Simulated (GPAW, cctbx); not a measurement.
# Bonding in Si2Bi3Te3Pb as X-rays see it

Question: by how much does bonding change the X-ray structure factors of Si2Bi3Te3Pb, how firmly does DFT give the change, and what does a routine refinement make of it?

The cell comes from substitution in a known structure type and wasn't matched to any measured phase. All numbers below are calculated.

### 1. Find the equilibrium geometry

The density hangs on the geometry, so cell and atoms are relaxed first, with the symmetry held. The cutoff is set higher than for the density because stress converges slowly with plane waves.

Settings: GPAW 26.7.0, PBE, 570 eV, 5×3×3 k-points (along the axes of the calculation cell), Fermi–Dirac width 0.1 eV, BFGS to 0.03 eV/Å.

```text
cell
1.0
     0.000000000    0.000000000    4.063000000
     8.280000000    0.000000000    0.000000000
    -4.140000000    7.170690343    0.000000000
Bi Pb Te Si
3 1 3 2
Direct
0.500000000 0.595000000 0.595000000
0.500000000 0.000000000 0.405000000
0.500000000 0.405000000 0.000000000
0.500000000 0.000000000 0.000000000
0.000000000 0.255800000 0.255800000
0.000000000 0.000000000 0.744200000
0.000000000 0.744200000 0.000000000
0.000000000 0.666666667 0.333333333
0.000000000 0.333333333 0.666666667
```

```console
$ OMP_NUM_THREADS=1 mpirun -n 4 gpaw python run.py > gpaw.log
```

```text
BFGS:    0      -34.016099        2.417313
BFGS:    1      -34.313160        2.111208
BFGS:    2      -35.172592        0.871986
BFGS:    3      -35.393274        0.493046
...
BFGS:   13      -35.647508        0.259861
BFGS:   14      -35.669871        0.114875
BFGS:   15      -35.674615        0.025545
cell  3.8756 8.7422 8.7422  120.00 90.00 90.00
volume 256.516 A^3, largest force 0.022 eV/A, largest stress 0.14 GPa
```

After 15 steps the volume has changed by +6.3 % and the energy by -1.659 eV; the largest stress left is 0.14 GPa. It took 6.4 min on 4 cores of Arm Neoverse V2 (shared host), peak memory 1.5 GiB.

Relaxed structure: P-62m (no. 189), a = 8.7422 Å, b = 8.7422 Å, c = 3.8756 Å, α = 90.00°, β = 90.00°, γ = 120.00°.

| atom | mult. | x | y | z |
| --- | --- | --- | --- | --- |
| Bi1 | 3 | 0.5807 | 0.5807 | 1/2 |
| Pb1 | 1 | 0 | 0 | 1/2 |
| Te1 | 3 | 0.2996 | 0.2996 | 0 |
| Si1 | 2 | 2/3 | 1/3 | 0 |

### 2. The all-electron density

X-rays see the whole electron density, so the PAW density is rebuilt with its core regions. Subtracting spherical free atoms from the same code cancels the cores and leaves the deformation density Δρ, the part due to bonding.

Settings: PBE, 450 eV, 6×3×3 k-points (along the axes of the calculation cell), Fermi–Dirac width 0.1 eV; primitive cell of 9 atoms.

```console
$ OMP_NUM_THREADS=1 mpirun -n 4 gpaw python run.py > gpaw.log
```

```text
|iter:   1|       0s |  -35.631678 | -0.16 |       |
|iter:   2|       2s |  -35.611249 | -1.68 | -1.52 |
|iter:   3|       3s |  -35.480351 | -2.46 | -1.57 |
...
|iter:   9|      14s |  -35.462976c| -6.67 | -4.10c|
|iter:  10|      16s |  -35.462976c| -7.29 | -4.66c|
|iter:  11|      17s |  -35.462976c| -7.75c| -5.10c|
```

```text
grid (40, 90, 90)  electrons 515.000  moved by bonding 0.939 e
deformation density beyond 0.5 A of the nuclei: max 0.033, min -0.048 e/A^3
atom        x       y       z   Voronoi charge  moment
Bi1    0.5000  0.5807  0.5807      0.123       0.00
Bi2    0.5000  0.0000  0.4193      0.123       0.00
Bi3    0.5000  0.4193  0.0000      0.123       0.00
Pb4    0.5000  0.0000  0.0000      0.050       0.00
Te5    0.0000  0.2996  0.2996     -0.075       0.00
Te6    0.0000  0.0000  0.7004     -0.075       0.00
Te7    0.0000  0.7004  0.0000     -0.075       0.00
Si8    0.0000  0.6667  0.3333     -0.098       0.00
Si9    0.0000  0.3333  0.6667     -0.098       0.00
mean inner potential of superposed free atoms 18.253 V
total magnetic moment 0.000 muB
```

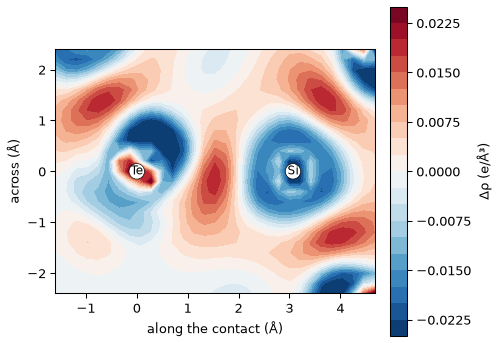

Deformation density in a plane through the shortest contact of the Te atom at the origin; red gains electrons, blue loses them.

Si gains most (-0.10 e) and Bi loses most (+0.12 e), which isn't the order of electronegativity: valence and coordination count too, and Voronoi cells cut space at the midplane whatever the atoms' sizes. Such charges fall far short of formal ones, since overlapping free atoms already put density on their neighbours. Along the shortest contact from the Te atom at the map's origin, Te–Si at 3.07 Å, Δρ is +0.02 e/Å³ at the midpoint: little piles up between the atoms. At the midpoints of other shortest contacts it is +0.03 (Bi–Te, 3.13 Å) and +0.02 (Pb–Te, 3.26 Å) e/Å³. Point values carry grid noise of about 0.01 e/Å³. The run needed 11 iterations, 26 s.

### 3. From the density to structure factors

The Fourier components of Δρ, added to those of the free atoms, give the static X-ray structure factors; the Mott–Bethe relation turns them into the Fourier components V of the potential that fast electrons feel.

```text
static structure factors of the conventional cell: F in electrons, V (Mott-Bethe) in volts
   h  k  l      d  |F| table  |F| free   |F| DFT   change   |V| free  |V| DFT  change %
   1  0  0  7.5710    25.787    25.747    25.687   -0.060     0.291    0.352     21.0
   1  1  0  4.3711    65.921    65.860    65.670   -0.190     1.343    1.368      1.9
   0  0  1  3.8756   142.269   141.923   141.668   -0.255     1.363    1.431      5.0
   2  0  0  3.7855   191.084   190.879   190.716   -0.163     3.921    3.963      1.1
   1  0  1  3.4499    11.507    11.503    11.496   -0.007     0.482    0.484      0.3
   1  1  1  2.8999   241.115   241.126   241.087   -0.039     6.109    6.115      0.1
   2  1  0  2.8616   141.413   141.388   141.390    0.003     3.374    3.374      0.0
   2  0  1  2.7080   254.312   254.253   254.122   -0.132     5.880    5.897      0.3
   3  0  0  2.5237   261.438   261.495   261.240   -0.255     6.715    6.744      0.4
   2  1  1  2.3021    83.466    83.434    83.412   -0.022     1.751    1.755      0.2
   2  2  0  2.1855    80.902    80.885    80.736   -0.148     1.913    1.924      0.6
   3  0  1  2.1148     6.207     6.099     6.326    0.226     1.029    1.048      1.8
   3  1  0  2.0998   183.128   183.097   182.992   -0.105     3.566    3.575      0.2
   0  0  2  1.9378   393.939   393.936   393.559   -0.378     8.123    8.148      0.3
```

The largest X-ray change is -0.38 e on 002, 0.1 % of |F|. For electrons V goes as (Z − F)/g², so a change of F counts against Z − F, which is small at low angle and wherever the atoms' terms cancel: |V| of 100 moves by +21.0 % (0.29 to 0.35 V) against -0.2 % in |F|. The last three rows still change by up to 0.38 e; the table stops while the angles are still low. The tabulated Hartree–Fock atoms differ from the free DFT atoms by up to 0.35 e, so the choice of reference atom matters too.

### 4. The functional ladder

The same geometry is run with other functionals, to see whether the bonding signal is larger than the spread between approximations. Free atoms are LDA for LDA and PBE otherwise. Any other changed setting is in the row's label.

| run | ΔF 001 (e) | ΔF 300 (e) | ΔF 301 (e) | q(Si) (e) | moved (e) | time |
| --- | --- | --- | --- | --- | --- | --- |
| PBE | -0.255 | -0.255 | +0.226 | -0.098 | 0.939 | 26 s |
| LDA | -0.218 | -0.265 | +0.199 | -0.078 | 0.889 | 25 s |
| RPBE | -0.264 | -0.263 | +0.258 | -0.108 | 1.039 | 26 s |

At the base's settings ΔF(001) spans -0.264 to -0.218 e, a spread of 18 % of the PBE value; over the three listed reflections the spread is at most 26 %, so the sign holds and the size hangs on the functional. Times are from shared hosts.

### 5. What a spherical-atom refinement makes of it

Routine crystallography fits spherical atoms. To see the bias, intensities are simulated from tabulated atoms plus the DFT change ΔF, so that bonding alone can misfit (8600 reflections of the full sphere, merged to the counts below, to 0.5 Å, 0.5 % proportional noise plus counting noise, assumed isotropic U as listed, Δρ smeared by the mean U) and refined with cctbx over different ranges.

```
                    range  data      R1  GooF  U Bi1 (true 0.0068)  U Pb1 (true 0.0068)  U Te1 (true 0.0082)  U Si1 (true 0.0128)  largest shift (Å)  Δρ max, min (e/Å³)
                 all data   846  0.0034  0.94               0.0068               0.0068               0.0082               0.0128             0.0001         0.39, -0.43
 low resolution, d > 0.84   199  0.0022  0.90               0.0068               0.0068               0.0083               0.0127             0.0005         0.24, -0.11
     high order, d < 0.75   575  0.0043  0.95               0.0068               0.0068               0.0082               0.0128             0.0001         0.35, -0.32
occupancies free, d > 0.7   331  0.0025  0.92               0.0068               0.0068               0.0082               0.0129             0.0002         0.20, -0.19
```

With all data GooF is 0.94, so at this noise the bonding hardly shows; the top residual peak lies 1.94 Å from Pb and 1.94 Å from Pb. No U is off by more than 3 s.u. at low resolution. With Bi1 held at 1 and the scale free, the other occupancies refine to Pb1 0.999(0.001), Te1 0.999(0.001) and Si1 1.002(0.005), within three s.u. of full.

### 6. Answer

Bonding moves 0.94 e in the primitive cell of Si2Bi3Te3Pb and changes the structure factors of the conventional cell in the table above by at most 0.38 e (002, 0.1 %), and among reflections above 2 % of the strongest by up to 0.3 % (110). The shortest bond, Te–Si, has Δρ = +0.02 e/Å³ at its midpoint. At the base's settings ΔF(001) spans -0.264 to -0.218 e, a spread of 18 % of the PBE value; over the three listed reflections the spread is at most 26 %, so the sign holds and the size hangs on the functional. With all data GooF is 0.94, so at this noise the bonding hardly shows. Limits: static density, frozen cores, no spin–orbit coupling.

[Outputs are excerpts: Python notices, other lines and further rows are left out; steps that failed or that the build refused (PBEsol, TPSS) are not shown.]

[Logs are printed without paths, hosts, clocks, repeated set-up lines and the standing remarks that a program may print on its own settings, such as how far it seeks lower states.]
